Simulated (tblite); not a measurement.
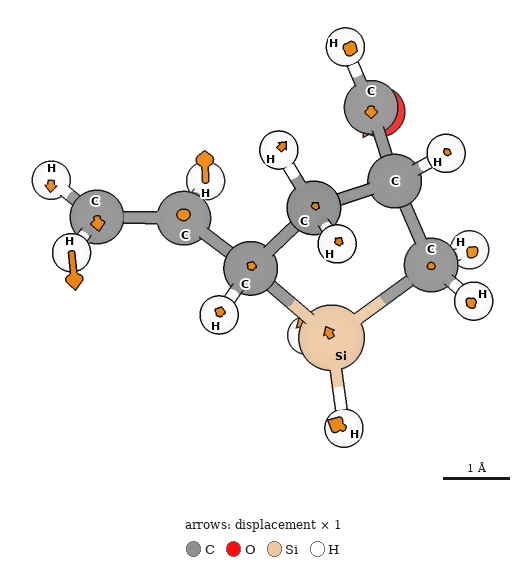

This is a relaxation of C7H12OSi. The starting structure is drawn; orange arrows show the displacements, at their true length. The two geometries are superimposed by the best rigid fit.

A ball-and-stick model, seen face on.

Method: GFN2-xTB geometry optimisation, gas phase (tblite). 

Which element moves most?

Answer. Hydrogen: up to 0.78 Å, against 0.49 Å for oxygen.

Describe the change and its energy.

Answer. Over 139 geometry steps the energy falls by 23.9 kJ/mol. The largest move after the best rigid fit is that of an H atom, 0.78 Å. Largest moves by element: H 0.78 Å, O 0.49 Å, C 0.27 Å, Si 0.21 Å. Among the contacts that change: C–Si 1.973 → 1.930 Å, C–C 1.354 → 1.321 Å, C–C 1.526 → 1.499 Å, C–O 1.226 → 1.200 Å. Among the angles between lasting bonds that change: C–C–H 111.8° → 107.9°, C–C–H 109.0° → 112.7°, Si–C–H 106.6° → 110.2°. Groups turn about C–C by about 30°. The run took 1.8 s on 1 thread of Arm Neoverse N1 (shared host).
